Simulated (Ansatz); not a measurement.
**H6N3SV (SMILES [NH2][V]([NH2])([NH2])=[S]): density, localisation and related maps**

Input

```
crystal:
  periodic: [false, false, false]
  atoms:
    - {symbol: "N", position_ang: [-1.419015, 0.516930, -0.532970]}
    - {symbol: N, position_ang: [0.364092, -0.479527, 1.583046]}
    - {symbol: N, position_ang: [1.053809, -0.908245, -1.243684]}
    - {symbol: S, position_ang: [1.316385, 2.008075, -0.091605]}
    - {symbol: V, position_ang: [0.317741, 0.265033, -0.071207]}
    - {symbol: H, position_ang: [-1.755334, 1.318821, -1.058583]}
    - {symbol: H, position_ang: [-2.175072, 0.067125, -0.023699]}
    - {symbol: H, position_ang: [0.545522, -1.471035, 1.714517]}
    - {symbol: H, position_ang: [0.542541, 0.043471, 2.435719]}
    - {symbol: H, position_ang: [2.007964, -0.843591, -1.586942]}
    - {symbol: H, position_ang: [0.478206, -1.475102, -1.860658]}
basis:
  gaussian:
    orbitals: def2-TZVPD
magnetization:
  spin_polarized: false
output: {forces: true, orbitals: {seedname: orbitals}}
hamiltonian:
  xc: pbe0
```

Launched as:

```sh
ansatz run input.yaml --threads 2 --pin off --max-ram 5220MiB --events-out events.jsonl --progress --plain --runs-dir runs
```

Geometry: PBE0-D4/def2-SVP.

The calculation used isolated molecule in a Gaussian basis; Kohn-Sham density functional theory, functional PBE0 (Ansatz).

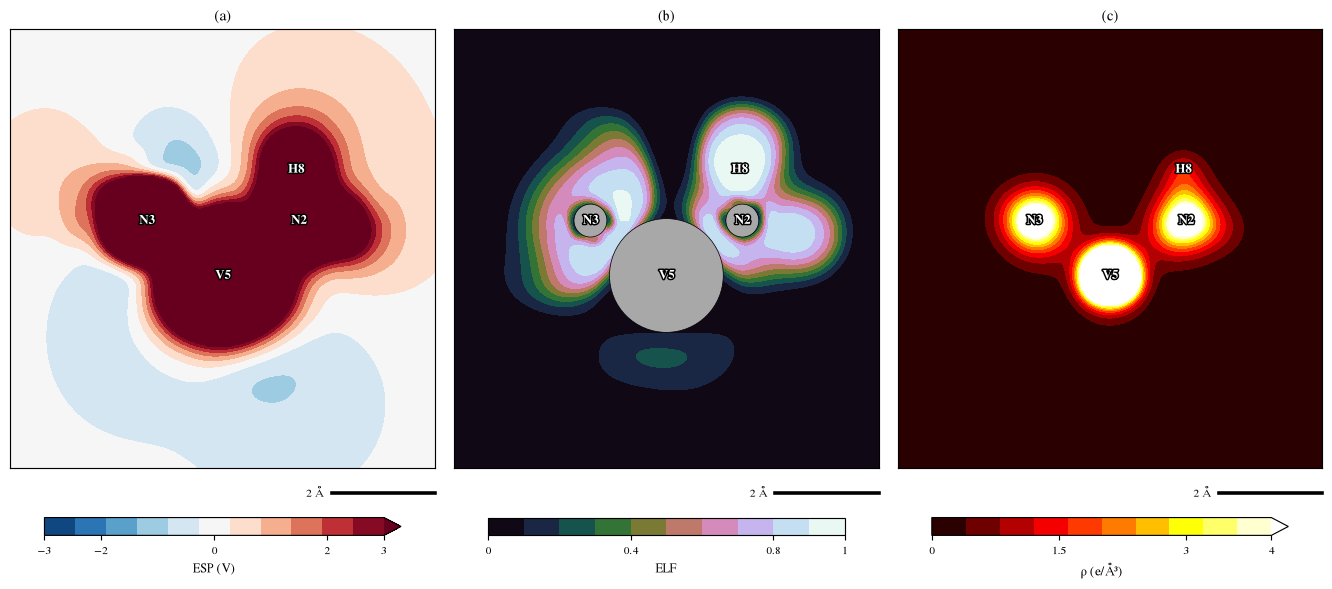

Figure 1. (a) molecular electrostatic potential; (b) ELF; (c) electron density on the plane of atoms N2, V5 and N3. Grey discs cover the atomic cores in the ELF map.

> Read the bonding off the picture.

The section cuts through N, V and H sites. V–N (1.81 Å): ρ at the midpoint is about 1.1 e/Å³; the ELF peaks at about 0.85 in the valence shell of N, 0.6 Å from its nucleus, and is about 0.35 at the midpoint. N–H (1.02 Å): the density is about 2.8 e/Å³ at the midpoint; the ELF climbs to about 1 towards the hydrogen, as it does in any bond to H; a covalent bond by its length. Outside the dense part of the molecule the potential is most negative (−1.0 V) near N2 and N3.

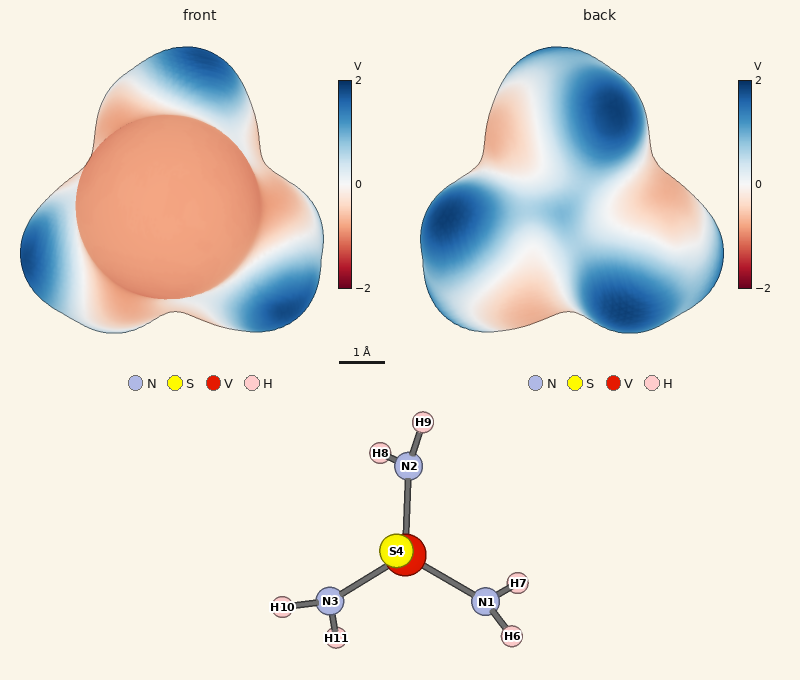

Figure 2. The molecular electrostatic potential painted on the density surface at 0.002 e/bohr³, seen from the front and from behind; the colour scale runs from red (negative) to blue (positive). The bare structure is drawn below in the same view.

> Describe the electrostatic potential map.

The most negative region (about −0.9 V, or −21 kcal/mol for a unit charge) lies over S4, the most positive (about +1.9 V, or +44 kcal/mol for a unit charge) over H7, H8 and H11.

> How polar is the molecule by this calculation?

Its dipole moment is 3.22 D.

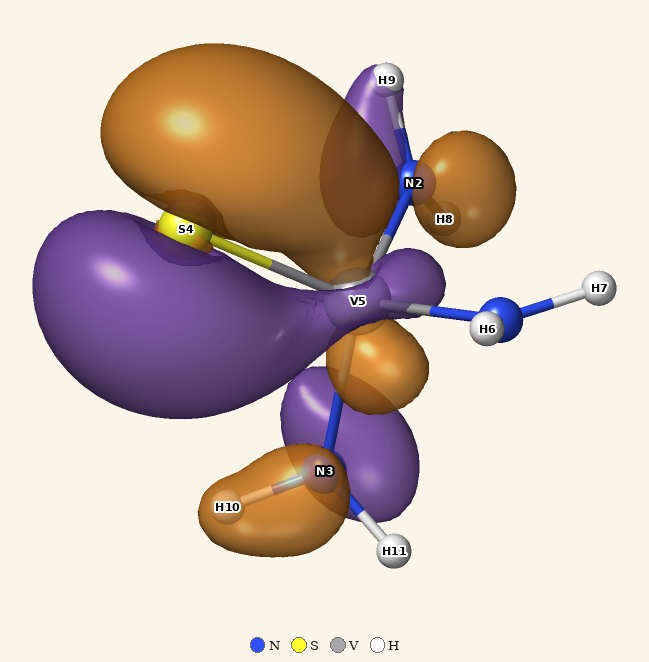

Figure 3. The HOMO at ±0.1 Å⁻³ᐟ² (orange and purple are the two phases), seen at an oblique angle.

> What is the character of this orbital?

By Hirshfeld shares it lies mainly on S4 (about 65 %) and V5 (about 20 %). It is one of a degenerate set, so its orientation is arbitrary. Its energy is −7.16 eV.

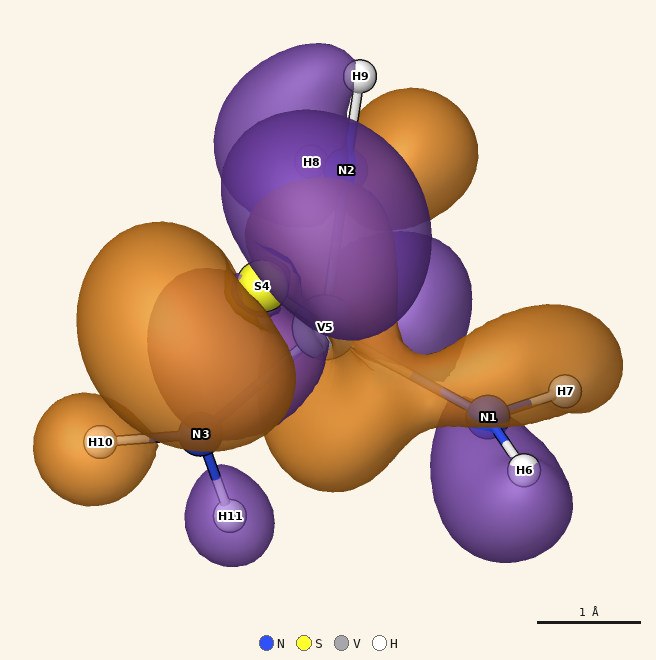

Figure 4. The LUMO at ±0.06 Å⁻³ᐟ² (orange and purple are the two phases), seen at a tilt.

> Describe this orbital and give its energy.

Its weight (Hirshfeld) is mainly on V5 (about 65 %) and S4 (about 20 %). It is one of a degenerate set, so its orientation is arbitrary. Its energy is −1.97 eV.
